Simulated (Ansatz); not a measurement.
CH₈BNSi (SMILES BCN[SiH3])

```xyz
12

B    -1.9752    0.7102    0.6376
C    -0.7743    0.2962   -0.2412
N     0.4483   -0.0959    0.4169
Si    1.8561   -0.6441   -0.3903
H    -2.9715    1.0994    0.1025
H    -1.9446    0.6197    1.8334
H    -0.5964    1.1059   -0.9691
H    -1.1965   -0.5125   -0.8774
H     0.3634   -0.2258    1.4106
H     2.8885   -0.8983    0.6473
H     1.6417   -1.8940   -1.1805
H     2.3374    0.3841   -1.3557
```

Geometry: PBE0-D4/def2-TZVP.

These are results of RKS PBE0-D4/def2-TZVPP (Ansatz 0.2.0), not measurements.

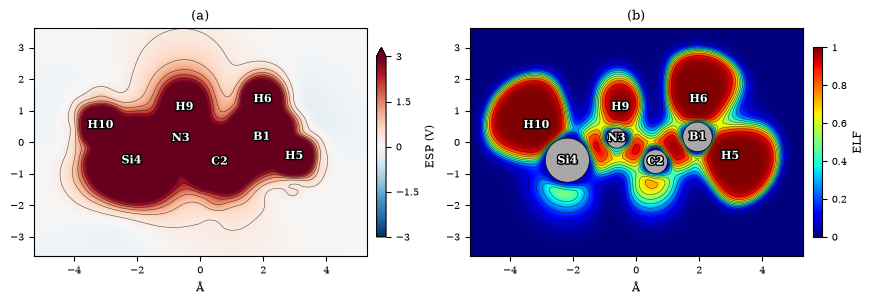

Figure 1. (a) molecular electrostatic potential; (b) electron localisation function on the plane of atoms B1, C2 and N3. Grey discs cover the atomic cores in the ELF map.

Interpret the plot.

The plane passes through B, C, N, Si and H nuclei.
C–N (1.44 Å): the ELF peaks at about 0.90 between the atoms; a shared electron pair.
C–B (1.54 Å): the ELF peaks at about 0.95 between the atoms (a shared electron pair).
Si–N (1.71 Å): the ELF peaks at about 0.90 between the atoms (a polar covalent bond).
N–H (1.01 Å): the ELF climbs to about 1 towards the hydrogen, as it does in any bond to H; an ordinary covalent bond to hydrogen.
B–H (1.20 Å): the ELF climbs to about 1 towards the hydrogen; a covalent bond by its length.
The potential has no marked negative region in this plane.

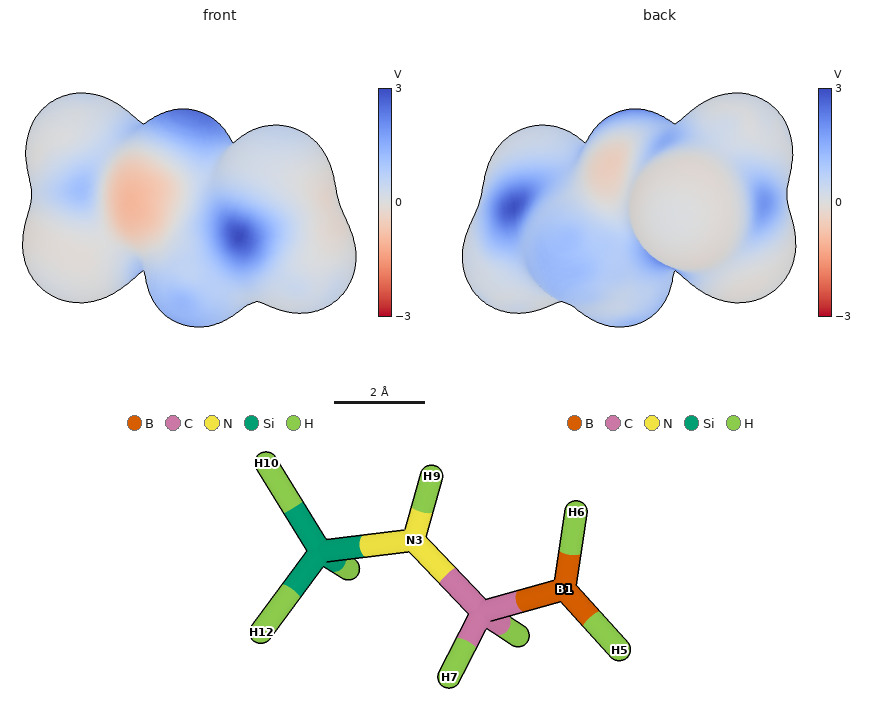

Figure 2. The electrostatic potential painted on the density surface at 0.004 e/bohr³, seen from the front and from behind; the colour scale runs from red (negative) to blue (positive). The bare structure is drawn below in the same view.

Describe the electrostatic potential map.

The most negative region (about −0.9 V) lies over N3, the most positive (about +2.8 V) over B1.

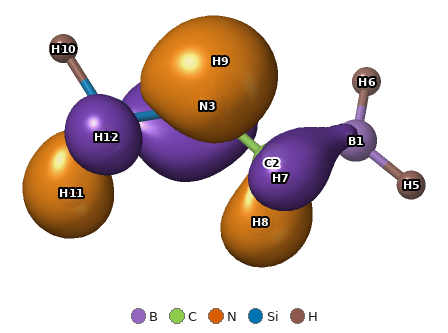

Figure 3. The HOMO at ±0.1 Å⁻³ᐟ² (orange and purple are the two phases), seen at a tilt.

Where does this orbital lie, and at what energy?

By Hirshfeld shares it lies mainly on N3 (about 55 %), C2 (about 10 %) and H11 (about 5 %). Its energy is −6.84 eV.

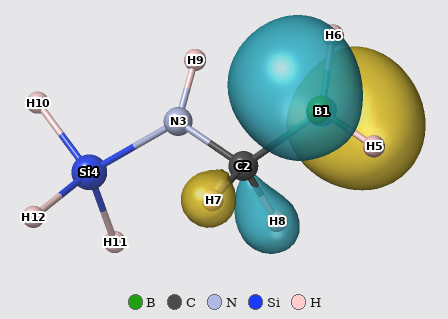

Figure 4. The LUMO at ±0.15 Å⁻³ᐟ² (yellow and cyan are the two phases), seen at a tilt.

Describe this orbital and give its energy.

Its weight (Hirshfeld) is mainly on B1 (about 65 %), C2 (about 10 %), H6 (about 10 %) and H5 (about 10 %). Its energy is −1.47 eV.
